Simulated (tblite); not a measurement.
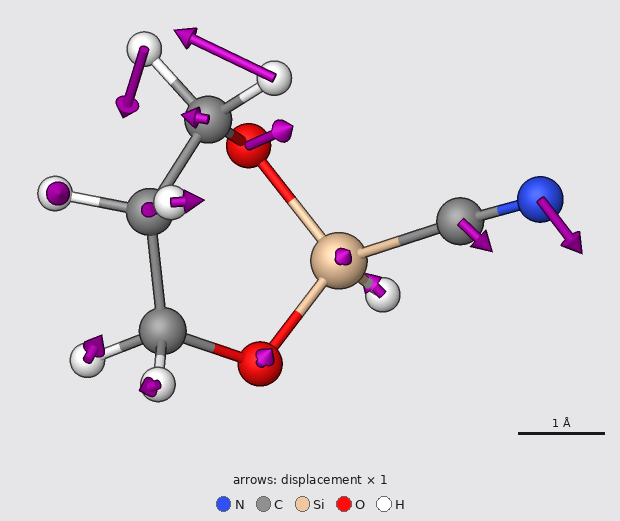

This is a relaxation of C$_{4}$H$_{7}$NO$_{2}$Si. The starting structure is drawn; purple arrows show the displacements, at their true length. The two geometries are superimposed by the best rigid fit.

A ball-and-stick model, seen at a tilt.

Computed with GFN2-xTB geometry optimisation, gas phase in tblite. 

Which element moves most?

Answer. Hydrogen: up to 1.34 Å, against 0.92 Å for oxygen.

What did the optimiser do to the structure, and how much energy did it gain?

Answer. The largest move after the best rigid fit is that of an H atom, 1.34 Å. Largest moves by element: H 1.34 Å, O 0.92 Å, N 0.84 Å, C 0.53 Å, Si 0.27 Å. Near-neighbour distances that change, for instance: O–Si 1.727 → 1.627 Å, C–Si 2.889 → 2.983 Å, C–C 1.461 → 1.525 Å, C–Si 1.818 → 1.864 Å. Among the angles between lasting bonds that change: Si–O–C 105.0° → 121.6°, C–C–C 120.8° → 110.9°, C–C–O 119.3° → 112.2°. Groups turn about C–O by about 90°, C–C by about 75°, O–Si by about 75°. After 112 geometry steps the energy has fallen by 26.2 kcal/mol.
